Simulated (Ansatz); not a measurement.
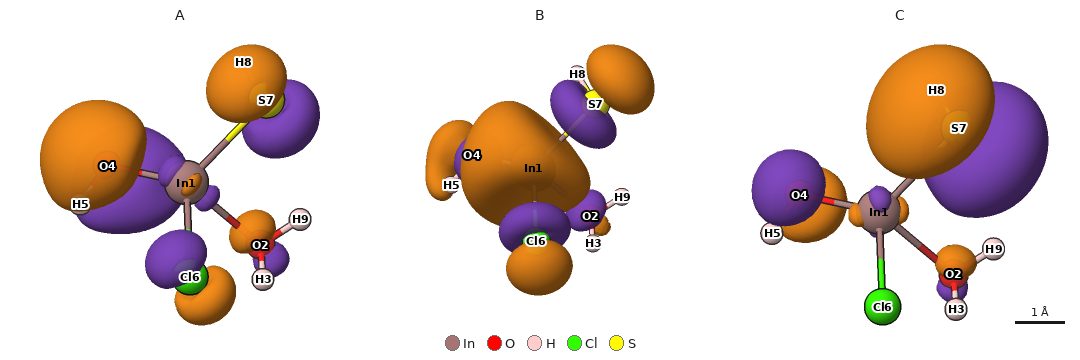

ClH4InO2S. Three frontier orbitals at ±0.08 Å⁻³ᐟ² (orange and purple are the two phases), in no order.

Core potentials replace the inner electrons of In.

Level of theory: RKS PBE-D4/def2-SVP (Ansatz 0.2.0).

Input file:

```
crystal:
  periodic: [false, false, false]
  atoms:
    - { symbol: In, position_ang: [0.133501, 0.687276, -0.281303] }
    - { symbol: O, position_ang: [-0.272762, -0.166738, 2.747801] }
    - { symbol: H, position_ang: [-1.227675, -0.361719, 2.655659] }
    - { symbol: O, position_ang: [1.935852, 0.022841, -0.887303] }
    - { symbol: H, position_ang: [1.83303, -0.858954, -1.299482] }
    - { symbol: Cl, position_ang: [-1.885617, -0.352595, -0.940873] }
    - { symbol: S, position_ang: [-0.015466, 2.783955, 0.998138] }
    - { symbol: H, position_ang: [1.345798, 2.819475, 1.105171] }
    - { symbol: H, position_ang: [-0.258363, 0.82616, 2.691691] }
basis:
  gaussian: { orbitals: def2-SVP }
hamiltonian:
  xc: pbe
  dispersion: d4
relax:
  f_tol: 0.03
  max_steps: 50
output:
  orbitals: {}
```

Run with:

```sh
ansatz run input.yaml --threads 4 --pin off --max-ram 5120MiB --backend cpu --events-out ev --progress --plain --runs-dir out
```

The fields are those of the run's last geometry, not of the input's.

Q: Which picture is the HOMO−1, the HOMO and the LUMO?

A: A is the HOMO−1 (−6.63 eV). By Hirshfeld shares it lies mainly on O4 (about 70 %), S7 (about 10 %) and In1 (about 10 %); largely a lone pair of O4. C is the HOMO (−6.25 eV). By Hirshfeld shares it lies mainly on S7 (about 75 %), O4 (about 10 %) and In1 (about 5 %); largely a lone pair of S7. B is the LUMO (−2.53 eV). It lies mainly on In1 (about 40 %), S7 (about 20 %), O4 (about 15 %) and Cl6 (about 15 %).

Q: What is the HOMO–LUMO gap?

A: 3.72 eV between the orbital energies.
